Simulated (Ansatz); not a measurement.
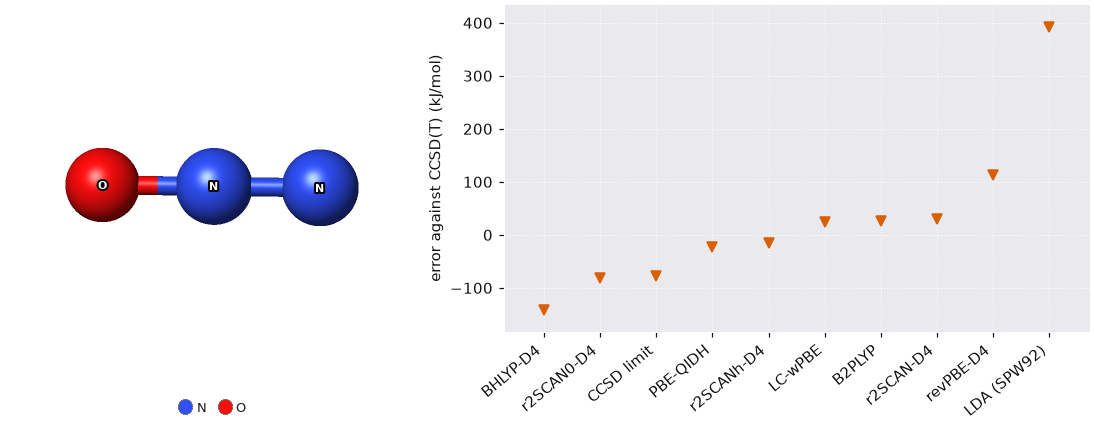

Error in the electronic atomisation energy (method less reference, so positive means overbinding) of N₂O, SMILES [N-]=[N+]=O: functionals in def2-TZVPP against frozen-core CCSD(T) at the limit (scheme: direct), which gives 1121.3 kJ/mol, at a PBE0-D4/def2-TZVP geometry (a minimum by its frequencies), no zero-point or spin-orbit term, the Ansatz code 0.2.0. The reference leaves out core correlation, a term that grows with the number of heavy atoms. PBE-QIDH and B2PLYP hold a correlation term that converges slowly with the basis, so part of the distance to the limit is basis error. No dispersion term is added to PBE-QIDH, LC-wPBE and B2PLYP. Limit means the basis limit.

### What range do the values span?

From −141.0 kJ/mol (BHLYP-D4) to 392.9 kJ/mol (LDA (SPW92)).

### Which of these levels overbind, and which underbind?

Overbind: LC-wPBE, B2PLYP, r2SCAN-D4, revPBE-D4 and LDA (SPW92). Underbind: BHLYP-D4, r2SCAN0-D4, CCSD limit, PBE-QIDH and r2SCANh-D4.
